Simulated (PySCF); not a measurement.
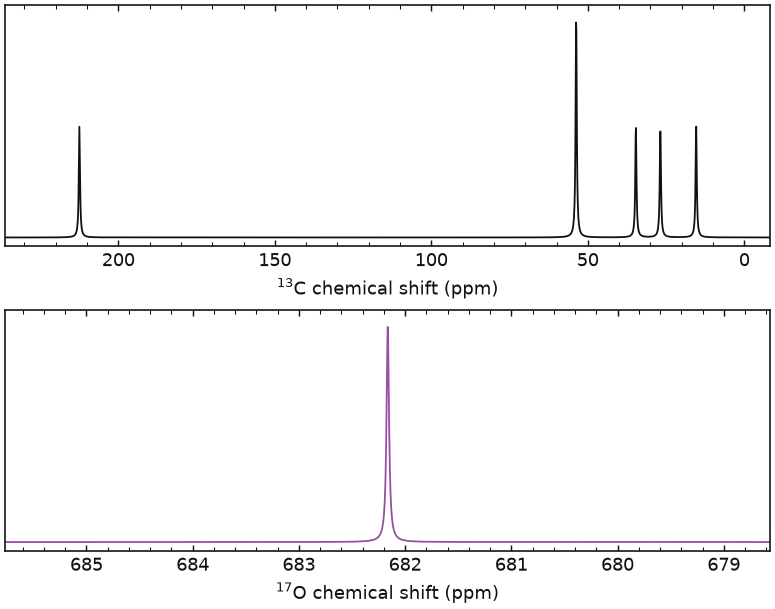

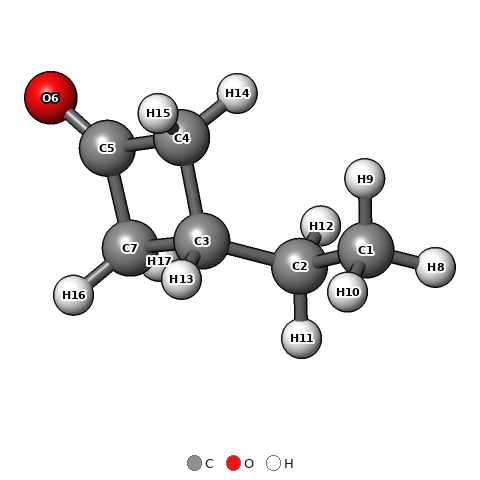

Spectrum and numbered structure of C₆H₁₀O, SMILES CCC1CC(=O)C1. GIAO shifts, PBE0/pcSseg-1, PySCF 2.14.0, at a GFN2-xTB geometry (no frequency check), against TMS for ¹³C and H₂O for ¹⁷O computed at the same level (¹⁷O: a single water molecule, while the usual scale starts at liquid water and gives values some tens of ppm lower). Gas phase, fully decoupled, line heights follow the number of nuclei, widths are arbitrary (no quadrupolar broadening); values of one conformer, averaged over nuclei that symmetry, rotation about single bonds or ring flips exchange, these motions taken as fast; other conformers aren't averaged in.

Which atoms give which ¹³C line?

Answer.
| δ (ppm) | nuclei | atoms |
| --- | --- | --- |
| 212.4 | 1 | C5 |
| 53.7 | 2 | C4, C7 |
| 34.6 | 1 | C2 |
| 26.8 | 1 | C3 |
| 15.4 | 1 | C1 |

Where does the ¹⁷O line lie?

Answer. At 682.2 ppm (O6).

Known limits of this run: the tight-binding geometry is rougher than a DFT one and adds to the error.
